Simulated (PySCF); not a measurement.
Consider AlCd (charge +1).

```xyz
2

Al    0.0000    0.0000   -2.4602
Cd    0.0000    0.0000    0.5828
```

Core potentials replace the inner electrons of Cd.

These are results of PBE0/def2-SVPD, non-relativistic Hamiltonian with scalar-relativistic core potentials where named, at a bond length of 3.043 Å (PySCF), not measurements.

Predict the electron density and electron localisation function between the atoms.

Answer. Al–Cd (3.04 Å): ρ is about 0.18 e/Å³ halfway; the ELF peaks at about 0.85 between the atoms.

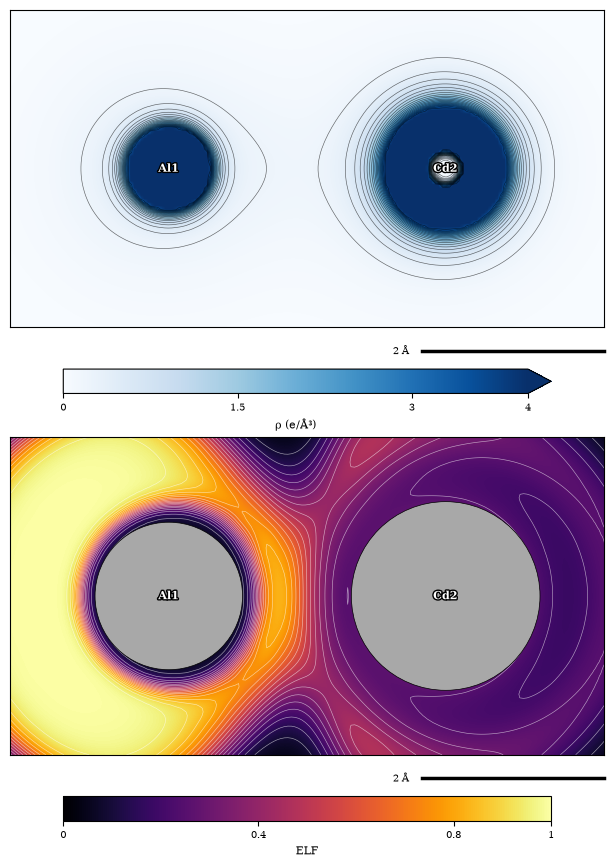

Computed electron density and electron localisation function on a plane that holds the molecular axis, in this order. Grey discs cover the atomic cores in the ELF map. 
